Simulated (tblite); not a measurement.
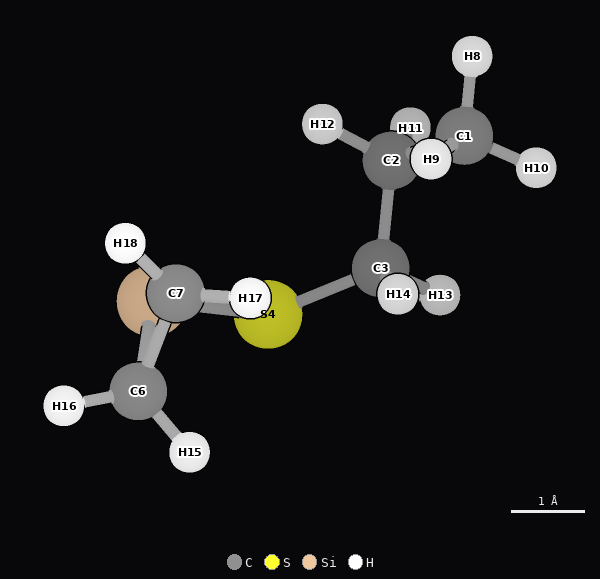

Figure 1. The starting structure (ball-and-stick view, seen at an oblique angle; atoms are numbered from 1 in the order of the input). Bond lengths as drawn: C–C 1.50 to 1.52 Å, C–H 1.10 to 1.13 Å, C–S 1.77 Å, C–Si 1.85 to 1.86 Å and S–Si 2.13 Å.

## Geometry relaxation of C$_{5}$H$_{11}$SSi (part 1 of 3)

- system: C$_{5}$H$_{11}$SSi, multiplicity 2
- method: GFN2-xTB geometry optimisation, gas phase (tblite 0.8.0)

It belongs to a series of runs on one base structure; here: H removed from Si.

### The input
```
{"job": {"kind": "relax", "xc": "GFN2-xTB", "basis": "xTB"}, "charge": 0, "multiplicity": 2}
C     -2.551000     0.498800     0.063200
C     -1.815600    -0.822700    -0.015700
C     -0.941200    -0.770500    -1.227200
S      0.524300    -1.763600    -1.190200
Si     2.092800    -0.995600     0.022500
C      3.217400     0.322700    -0.639500
C      2.214700     0.819500     0.391000
H     -3.194400     0.465700     0.961100
H     -1.777900     1.263200     0.219400
H     -3.195100     0.672700    -0.812900
H     -2.501400    -1.689300     0.025800
H     -1.200900    -0.852100     0.931400
H     -1.592700    -1.101300    -2.073500
H     -0.703100     0.299600    -1.404000
H      3.083000     0.707500    -1.662500
H      4.266000     0.382900    -0.244000
H      1.498200     1.536900    -0.044100
H      2.568000     1.031900     1.422900
```

The first line tells a small driver script what to run in tblite; the rest is the geometry in Å.

Hardware: 1 CPU thread, shared host.

Launch command:
```bash
OMP_NUM_THREADS=1 python <driver script> task.json out
```

### The program's output
```
step      E/eV     max force
  0    -576.13341    2.106
  1    -576.35499    1.091
  2    -576.43398    0.688
  3    -576.51856    0.631
  4    -576.55577    0.616
  5    -576.58275    0.372
  6    -576.59616    0.236
  7    -576.60383    0.210
  8    -576.61154    0.181
  9    -576.61922    0.233
 10    -576.62528    0.207
 11    -576.62968    0.184
 12    -576.63363    0.192
 13    -576.63827    0.181
 14    -576.64339    0.254
 15    -576.64842    0.233
 16    -576.65336    0.149
 17    -576.65814    0.171
 18    -576.66223    0.169
 19    -576.66588    0.168
 20    -576.66971    0.198
 21    -576.67404    0.162
 22    -576.67867    0.175
 23    -576.68284    0.159
 24    -576.68625    0.191
 25    -576.68943    0.200
 26    -576.69264    0.168
 27    -576.69595    0.155
 28    -576.69938    0.156
 29    -576.70287    0.168
 30    -576.70642    0.144
 31    -576.71012    0.169
 32    -576.71362    0.142
 33    -576.71650    0.133
 34    -576.71868    0.109
 35    -576.72018    0.093
 36    -576.72127    0.087
 37    -576.72218    0.075
 38    -576.72284    0.068
 39    -576.72329    0.053
 40    -576.72363    0.047
 41    -576.72396    0.044
 42    -576.72431    0.048
 43    -576.72467    0.056
 44    -576.72507    0.057
 45    -576.72548    0.054
 46    -576.72589    0.053
 47    -576.72627    0.058
 48    -576.72665    0.058
 49    -576.72710    0.049
 50    -576.72765    0.066
 51    -576.72832    0.076
 52    -576.72918    0.119
 53    -576.73023    0.131
 54    -576.73131    0.093
 55    -576.73212    0.062
 56    -576.73263    0.062
 57    -576.73309    0.067
 58    -576.73372    0.069
 59    -576.73462    0.068
 60    -576.73564    0.074
 61    -576.73653    0.070
 62    -576.73723    0.065
 63    -576.73782    0.065
 64    -576.73835    0.061
 65    -576.73878    0.037
 66    -576.73907    0.035
 67    -576.73925    0.036
 68    -576.73965    0.041
 69    -576.74008    0.048
 70    -576.74056    0.045
 71    -576.74105    0.054
 72    -576.74177    0.072
 73    -576.74292    0.087
 74    -576.74444    0.089
 75    -576.74578    0.071
 76    -576.74652    0.059
 77    -576.74680    0.058
 78    -576.74727    0.049
 79    -576.74779    0.043
 80    -576.74831    0.045
 81    -576.74866    0.043
 82    -576.74882    0.034
 83    -576.74894    0.026
 84    -576.74905    0.021
 85    -576.74914    0.016
 86    -576.74919    0.016
 87    -576.74924    0.019
 88    -576.74929    0.020
 89    -576.74937    0.022
 90    -576.74952    0.026
 91    -576.74971    0.030
 92    -576.74993    0.034
 93    -576.75019    0.043
 94    -576.75047    0.044
 95    -576.75081    0.046
 96    -576.75115    0.053
 97    -576.75149    0.062
 98    -576.75184    0.062
 99    -576.75233    0.053
100    -576.75298    0.052
101    -576.75360    0.047
102    -576.75409    0.064
103    -576.75455    0.066
104    -576.75515    0.054
105    -576.75587    0.050
106    -576.75644    0.046
107    -576.75677    0.078
108    -576.75717    0.073
109    -576.75767    0.060
110    -576.75922    0.057
111    -576.76009    0.055
112    -576.76127    0.112
113    -576.76206    0.071
114    -576.76292    0.071
115    -576.76348    0.052
116    -576.76387    0.046
117    -576.76423    0.040
118    -576.76452    0.036
119    -576.76471    0.036
120    -576.76492    0.031
121    -576.76507    0.028
122    -576.76530    0.032
123    -576.76562    0.036
124    -576.76601    0.045
125    -576.76643    0.053
126    -576.76684    0.046
127    -576.76736    0.045
128    -576.76787    0.044
129    -576.76827    0.049
130    -576.76877    0.048
131    -576.76919    0.062
132    -576.76936    0.080
133    -576.77000    0.049
134    -576.77038    0.046
135    -576.77087    0.033
136    -576.77112    0.031
137    -576.77138    0.040
138    -576.77155    0.030
139    -576.77164    0.019
140    -576.77170    0.016
141    -576.77173    0.011
142    -576.77175    0.009
```

### Trajectory as extended XYZ (Å, eV, eV/Å), 27 of the 143 frames kept, from step=0 to step=142
```
18
Properties=species:S:1:pos:R:3:forces:R:3 step=0 energy=-576.13341
C    -2.5510    0.4988    0.0632   -0.7140  -0.0240   0.7510
C    -1.8156   -0.8227   -0.0157    0.1790  -0.1640   1.8480
C    -0.9412   -0.7705   -1.2272   -1.1590   0.9230  -0.9140
S     0.5243   -1.7636   -1.1902    0.1860  -1.2100  -0.8030
Si    2.0928   -0.9956    0.0225   -0.3600  -1.0090   0.3710
C     3.2174    0.3227   -0.6395    2.0300   0.5600  -0.0420
C     2.2147    0.8195    0.3910   -0.9530   0.9590   0.7420
H    -3.1944    0.4657    0.9611    0.1600   0.2730  -0.4200
H    -1.7779    1.2632    0.2194   -0.6460   0.1090  -0.2950
H    -3.1951    0.6727   -0.8129    0.4790   0.1350   0.3380
H    -2.5014   -1.6893    0.0258    0.3790   0.3510  -0.2520
H    -1.2009   -0.8521    0.9314   -0.3050  -0.2790  -0.8260
H    -1.5927   -1.1013   -2.0735    0.9010   0.0550   0.2250
H    -0.7031    0.2996   -1.4040    0.2820  -0.5970  -0.1000
H     3.0830    0.7075   -1.6625    0.2970  -0.1580   0.6290
H     4.2660    0.3829   -0.2440   -0.9120  -0.0840  -0.8650
H     1.4982    1.5369   -0.0441    0.3160  -0.2220   0.7260
H     2.5680    1.0319    1.4229   -0.1590   0.3820  -1.1140
18
Properties=species:S:1:pos:R:3:forces:R:3 step=5 energy=-576.58275
C    -2.5804    0.4963    0.1179   -0.0040   0.0900   0.0180
C    -1.8116   -0.8082    0.0319    0.1750  -0.0740  -0.0380
C    -0.9727   -0.7559   -1.2318    0.3010  -0.1070  -0.1910
S     0.4992   -1.8563   -1.2764    0.0020   0.0920   0.1130
Si    2.0730   -1.0372    0.0293   -0.2000  -0.0150  -0.2090
C     3.2401    0.3294   -0.6022    0.0930  -0.2210  -0.1510
C     2.1762    0.8125    0.3950   -0.0510   0.1070   0.1240
H    -3.2349    0.5088    0.9808   -0.0900   0.0490   0.0510
H    -1.8564    1.2995    0.1980   -0.0330   0.2460   0.1780
H    -3.1561    0.6780   -0.7838   -0.1850  -0.1040  -0.0280
H    -2.4744   -1.6724    0.0073   -0.0360  -0.0130   0.0180
H    -1.1752   -0.8946    0.9149    0.0810  -0.0610  -0.0170
H    -1.5376   -1.1073   -2.0959   -0.0420   0.0670   0.0190
H    -0.6518    0.2696   -1.4254    0.1860  -0.1180   0.0020
H     3.1227    0.6965   -1.6123   -0.0420  -0.0140  -0.0770
H     4.2767    0.3872   -0.2995   -0.0750  -0.0040   0.1180
H     1.4869    1.5559    0.0198   -0.1200  -0.0140  -0.0380
H     2.5676    1.1046    1.3560    0.0400   0.0950   0.1100
18
Properties=species:S:1:pos:R:3:forces:R:3 step=11 energy=-576.62968
C    -2.5775    0.5067    0.1289   -0.0230  -0.0080   0.0160
C    -1.7848   -0.7951    0.0271    0.0460   0.0310  -0.0330
C    -0.9454   -0.7634   -1.2453    0.1050  -0.0050  -0.0050
S     0.5008   -1.8895   -1.2835   -0.1270  -0.0070   0.0090
Si    2.0324   -1.0234    0.0079    0.0150  -0.1020   0.1340
C     3.2271    0.3091   -0.6122   -0.0720   0.0630   0.0230
C     2.1733    0.8210    0.3999   -0.0590   0.0110  -0.0360
H    -3.2471    0.5143    0.9828   -0.0010  -0.1510   0.1060
H    -1.9033    1.3550    0.2368    0.0000  -0.0230  -0.0690
H    -3.1829    0.6484   -0.7640    0.0390   0.0260  -0.0310
H    -2.4598   -1.6532    0.0038    0.0140   0.0280  -0.0160
H    -1.1413   -0.9151    0.9008    0.0590   0.0940   0.0210
H    -1.5334   -1.0883   -2.1036    0.0090   0.0560  -0.0110
H    -0.5742    0.2426   -1.4352    0.0490   0.0250   0.0050
H     3.1220    0.6864   -1.6210   -0.0010   0.0260  -0.0250
H     4.2520    0.3713   -0.2775    0.0000  -0.0790   0.0020
H     1.4625    1.5434    0.0228   -0.0440   0.0460  -0.0580
H     2.5709    1.1363    1.3550   -0.0100  -0.0310  -0.0330
18
Properties=species:S:1:pos:R:3:forces:R:3 step=16 energy=-576.65336
C    -2.5804    0.5052    0.1398    0.0300  -0.0270  -0.0250
C    -1.7491   -0.7708    0.0186   -0.0330   0.0270   0.0180
C    -0.9116   -0.7507   -1.2547   -0.0660   0.0790   0.0500
S     0.4781   -1.9277   -1.2716    0.1160  -0.0200   0.0850
Si    2.0078   -1.0328    0.0377   -0.0690   0.0470  -0.1240
C     3.1932    0.3038   -0.6167   -0.0330  -0.1410   0.0200
C     2.1431    0.8279    0.3898   -0.0200  -0.0710  -0.0350
H    -3.2371    0.4485    1.0080    0.0750   0.0190  -0.0890
H    -1.9398    1.3803    0.2426   -0.0170  -0.0500   0.0260
H    -3.1905    0.6351   -0.7534   -0.0190   0.0050   0.0670
H    -2.4303   -1.6245   -0.0044    0.1270  -0.0730   0.0170
H    -1.0976   -0.8823    0.8898   -0.0110   0.0680  -0.0150
H    -1.5219   -1.0432   -2.1098    0.0670   0.0500  -0.0350
H    -0.4943    0.2377   -1.4389   -0.0120   0.0740   0.0170
H     3.1165    0.6847   -1.6300   -0.0190  -0.0580   0.0920
H     4.2143    0.3261   -0.2606   -0.0270   0.0380  -0.0520
H     1.4305    1.5455   -0.0001    0.0220  -0.0130   0.0410
H     2.5603    1.1438    1.3374   -0.1120   0.0470  -0.0580
18
Properties=species:S:1:pos:R:3:forces:R:3 step=22 energy=-576.67867
C    -2.5784    0.4959    0.1411   -0.0660   0.0010   0.0450
C    -1.7066   -0.7425    0.0090    0.0590  -0.0510   0.0300
C    -0.8696   -0.7122   -1.2569    0.0230   0.0220  -0.0910
S     0.4563   -1.9637   -1.2437    0.0010   0.0330  -0.0940
Si    1.9547   -1.0475    0.0485    0.0710  -0.0340   0.0450
C     3.1507    0.2655   -0.6135    0.0890  -0.0660  -0.0550
C     2.0969    0.8138    0.3670   -0.0850   0.0620   0.0980
H    -3.2093    0.3915    1.0168   -0.0940   0.0610   0.0870
H    -1.9736    1.3908    0.2612    0.0450   0.0140  -0.0350
H    -3.2175    0.6224   -0.7276   -0.0140  -0.0090  -0.0720
H    -2.3336   -1.6365   -0.0014    0.0280  -0.0170   0.0180
H    -1.0480   -0.8097    0.8787    0.0380   0.0130   0.0130
H    -1.4707   -0.9674   -2.1305    0.0010   0.0340   0.0080
H    -0.4152    0.2646   -1.4240    0.0120  -0.0010   0.0600
H     3.0911    0.6488   -1.6230   -0.0550  -0.0680  -0.0810
H     4.1702    0.2884   -0.2574    0.0170   0.0340   0.0320
H     1.3986    1.5389   -0.0259   -0.0960   0.0020  -0.1460
H     2.4954    1.1654    1.3050    0.0260  -0.0300   0.1370
18
Properties=species:S:1:pos:R:3:forces:R:3 step=27 energy=-576.69595
C    -2.5892    0.4863    0.1484    0.0470  -0.0110  -0.0160
C    -1.6785   -0.7309    0.0112   -0.0020   0.0140  -0.0080
C    -0.8458   -0.6813   -1.2613    0.0310  -0.0190   0.0590
S     0.4544   -1.9635   -1.2628    0.0460   0.1300  -0.0340
Si    1.9428   -1.0636    0.0671   -0.0370  -0.0240   0.0270
C     3.1336    0.2409   -0.6083   -0.0500   0.0760   0.0710
C     2.0620    0.8100    0.3623    0.0440  -0.0780  -0.0950
H    -3.2163    0.3907    1.0326    0.0160  -0.0190  -0.0470
H    -1.9833    1.3843    0.2591   -0.0470   0.0130  -0.0340
H    -3.2317    0.6088   -0.7222    0.0370  -0.0620   0.0260
H    -2.2564   -1.6574    0.0114   -0.0580   0.0420   0.0250
H    -1.0084   -0.7607    0.8752    0.0310  -0.0090  -0.0040
H    -1.4401   -0.9092   -2.1468   -0.0460   0.0600   0.0560
H    -0.3726    0.2917   -1.3926    0.0100  -0.0150  -0.0010
H     3.0564    0.5890   -1.6329    0.0100  -0.0580   0.0560
H     4.1529    0.2870   -0.2522   -0.0130   0.0420  -0.0110
H     1.3658    1.5186   -0.0768    0.0450  -0.0720   0.0700
H     2.4455    1.1656    1.3123   -0.0630  -0.0110  -0.1410
18
Properties=species:S:1:pos:R:3:forces:R:3 step=33 energy=-576.71650
C    -2.5845    0.4716    0.1524   -0.0040   0.0210  -0.0260
C    -1.6295   -0.7113    0.0246   -0.0130   0.0550   0.0370
C    -0.8078   -0.6350   -1.2514   -0.0490   0.0540   0.0340
S     0.4798   -1.9144   -1.3196    0.0450  -0.1090  -0.0390
Si    1.9222   -1.1013    0.1080    0.0400  -0.0100  -0.0670
C     3.1092    0.2053   -0.5883   -0.0180  -0.0730   0.0000
C     2.0084    0.7769    0.3328    0.0030   0.0300   0.0170
H    -3.2127    0.3689    1.0352    0.0720  -0.0330  -0.0130
H    -2.0205    1.3983    0.2392   -0.0230   0.0110  -0.0080
H    -3.2355    0.5485   -0.7160    0.0240  -0.0440  -0.0240
H    -2.1869   -1.6512    0.0414    0.0420   0.0300  -0.0020
H    -0.9405   -0.7067    0.8736   -0.0350  -0.0380   0.0730
H    -1.4247   -0.8002   -2.1327   -0.0290  -0.0370  -0.0300
H    -0.3084    0.3258   -1.3509   -0.0500   0.1230   0.0060
H     3.0158    0.4841   -1.6309    0.0490  -0.0140   0.0000
H     4.1263    0.3101   -0.2394   -0.0270   0.0100   0.0200
H     1.3168    1.4698   -0.1282   -0.0610  -0.0040  -0.0390
H     2.3637    1.1673    1.2739    0.0350   0.0280   0.0600
```
